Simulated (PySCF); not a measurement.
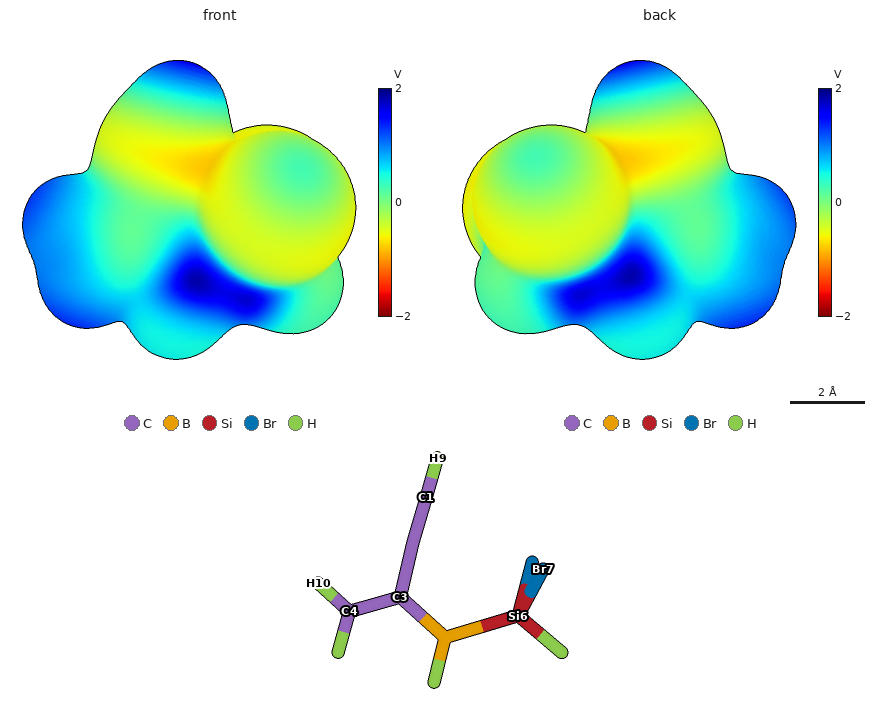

C4H5BBr2Si. The molecular electrostatic potential painted on the density surface at 0.002 e/bohr³, seen from the front and from behind; red is negative and blue positive. The bare structure is drawn below in the same view.

Geometry: GFN2-xTB.

The calculation used B3LYP/def2-SVPD, SCF density, gas phase (PySCF 2.14.0).

| atom | x (Å) | y (Å) | z (Å) |
| --- | --- | --- | --- |
| C | -0.9820 | 2.1549 | -0.0677 |
| C | -0.9894 | 0.9543 | -0.0588 |
| C | -0.9162 | -0.4661 | -0.0427 |
| C | -2.0627 | -1.1757 | -0.0936 |
| B | 0.4712 | -1.1440 | 0.0317 |
| Si | 2.1112 | -0.0960 | 0.1049 |
| Br | 2.1491 | 1.2810 | 1.8896 |
| Br | 2.3267 | 1.2499 | -1.6922 |
| H | -0.9846 | 3.2039 | -0.0767 |
| H | -3.0294 | -0.6986 | -0.1453 |
| H | -2.0518 | -2.2527 | -0.0849 |
| H | 0.5134 | -2.3153 | 0.0419 |
| H | 3.4401 | -0.6951 | 0.1761 |

> Describe the electrostatic potential map.

The most negative region (about −0.8 V) lies over C1, C2, Br7 and Br8, the most positive (about +1.7 V) over B5. Br7 shows a σ-hole: about +0.3 V at the tip opposite its bond, against about −0.6 V on its flanks. Br8 shows a σ-hole: about +0.3 V at the tip opposite its bond, against about −0.5 V on its flanks.

> What dipole moment does the calculation give?

Its dipole moment is 3.22 D.
